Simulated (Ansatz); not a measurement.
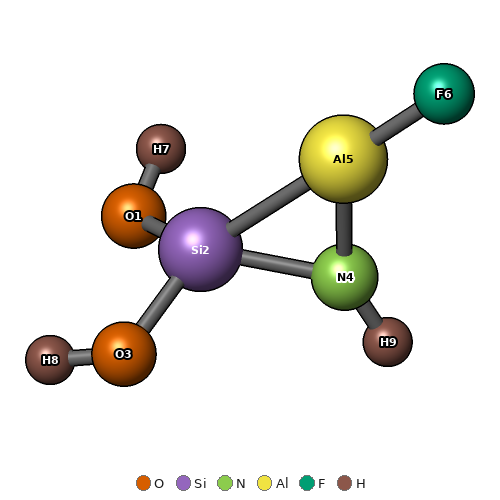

The system is AlFH3NO2Si, SMILES O[Si]1(O)[NH][Al]1[F]; the picture shows the reference structure. The first coordinate is: dihedral N4–Si2–O3–H8; the second: dihedral H7–O1–Si2–N4. Nothing is relaxed (all other coordinates rigid). The grid has 18 × 18 points. All energies are given in eV relative to the lowest grid point. All numbers below come from RKS SPW92 (LDA)/def2-SVP in Ansatz.

Its coordinates:

```xyz
9

O     0.6321   -0.9781    1.5692
Si    0.4616   -0.2248    0.0981
O     1.4131   -1.1529   -0.8805
N    -1.1265    0.0972   -0.5580
Al   -0.5146    1.7841   -0.4440
F    -1.1767    3.2472   -0.8561
H     0.2232   -0.5165    2.3239
H     2.0262   -1.7363   -0.3943
H    -1.8498   -0.5662   -0.8753
```

Range: dihedral N4–Si2–O3–H8 from −180 to 160°; dihedral H7–O1–Si2–N4 from −180 to 160°.

Question: Predict the map.

Answer: The lowest grid point is at dihedral N4–Si2–O3–H8 = −140°, dihedral H7–O1–Si2–N4 = −60°. Higher local minima lie near dihedral N4–Si2–O3–H8 = 40°, dihedral H7–O1–Si2–N4 = 140° (0.049 eV above the lowest at that grid point); dihedral N4–Si2–O3–H8 = 40°, dihedral H7–O1–Si2–N4 = −60° (0.058 eV above the lowest at that grid point). The highest grid point, dihedral N4–Si2–O3–H8 = −40°, dihedral H7–O1–Si2–N4 = 40°, lies 0.446 eV above the lowest. On the interpolated surface the easiest way out of the lowest well to the well at about dihedral N4–Si2–O3–H8 = 45°, dihedral H7–O1–Si2–N4 = −60° passes a barrier of about 0.12 eV. Round the minimum the two coordinates are weakly coupled (coupling −0.13 in units of the two stiffnesses).

```
dihedral H7–O1–Si2–N4 ↓, dihedral N4–Si2–O3–H8 →   −180   −140   −100    −60    −20     20     60    100    140
                                             140  0.223  0.249  0.258  0.264  0.193  0.079  0.051  0.121  0.193
                                             100  0.181  0.232  0.324  0.345  0.241  0.107  0.095  0.169  0.198
                                              60  0.219  0.217  0.343  0.441  0.369  0.215  0.181  0.262  0.285
                                              20  0.207  0.159  0.259  0.401  0.386  0.241  0.175  0.238  0.275
                                             −20  0.100  0.051  0.126  0.252  0.257  0.151  0.095  0.135  0.159
                                             −60  0.034  0.000  0.086  0.186  0.162  0.076  0.067  0.117  0.111
                                            −100  0.105  0.057  0.154  0.258  0.211  0.105  0.116  0.206  0.205
                                            −140  0.229  0.155  0.216  0.321  0.285  0.160  0.145  0.251  0.303
                                            −180  0.272  0.219  0.225  0.290  0.257  0.138  0.099  0.189  0.278
```

The table holds every second grid line.

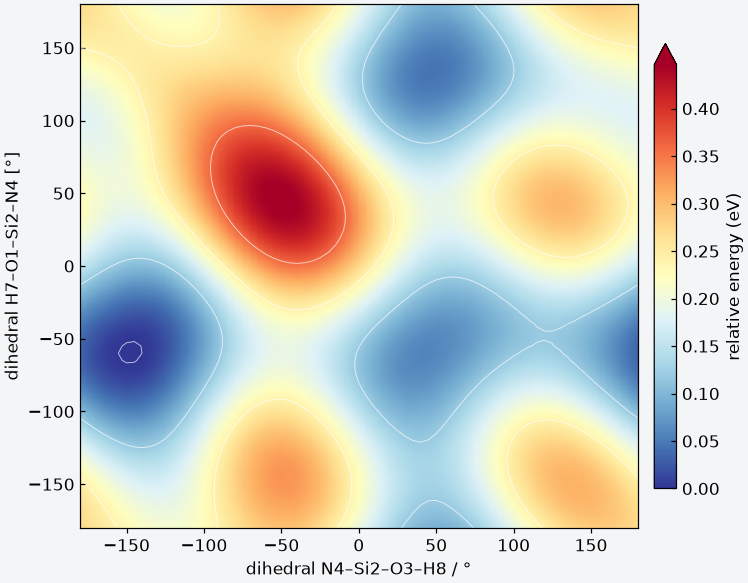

In the figure: a smooth colour map with a few white contour lines, one colour for all values above the top of the scale. Between grid points the surface is interpolated.

Each point was launched as `ansatz run input.yaml --threads 1 --pin off --max-ram 2560MiB --backend cpu --events-out ev --progress --plain --runs-dir out`. Time for the 324 points that were run: 14 min on 1 thread of Arm Neoverse V2, with other jobs on the host.
